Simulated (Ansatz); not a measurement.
## AlV2C: response to strain

Consider AlV2C (space group P6_3/mmc, No. 194).

```yaml
crystal:
  lattice:
    - [2.90520, 0.00000, 0.00000]
    - [-1.45260, 2.51598, 0.00000]
    - [0.00000, 0.00000, 13.13458]
  atoms:
    - { symbol: Al, position: [0.33333, 0.66667, 0.75000] }
    - { symbol: Al, position: [0.66667, 0.33333, 0.25000] }
    - { symbol: V, position: [0.33333, 0.66667, 0.08521] }
    - { symbol: V, position: [0.66667, 0.33333, 0.58521] }
    - { symbol: V, position: [0.66667, 0.33333, 0.91479] }
    - { symbol: V, position: [0.33333, 0.66667, 0.41479] }
    - { symbol: C, position: [0.00000, 0.00000, 0.00000] }
    - { symbol: C, position: [0.00000, 0.00000, 0.50000] }
```

Strains are applied to the cell and any free atomic positions relax.

Computed with PBE, PAW, 420 eV (Ansatz, a first-principles code; no spin-orbit coupling).

Notes on the quantities. pressure: mean of the normal stresses, compression positive.

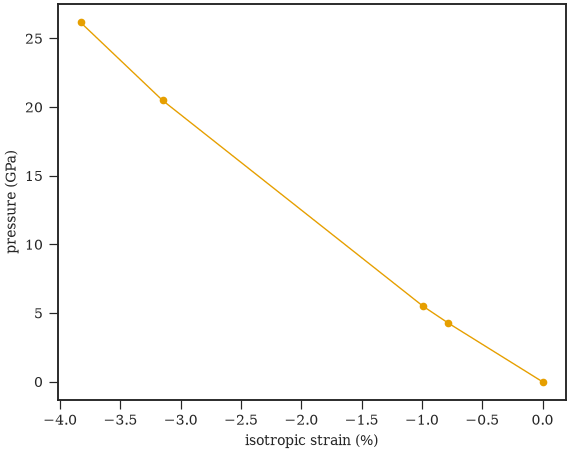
Pressure against isotropic strain

Q: From the plot, what is the pressure for isotropic strain −0.78 %?

A: About 4 GPa.

Q: Is the trend monotonic over the range shown?

A: Yes, it falls throughout, spanning 0.0 GPa to 26.2 GPa.

Stability against distortions was not tested. Starting moments died away, wholly or in part, for the base; another magnetic solution may exist. All final runs are without spin polarisation.
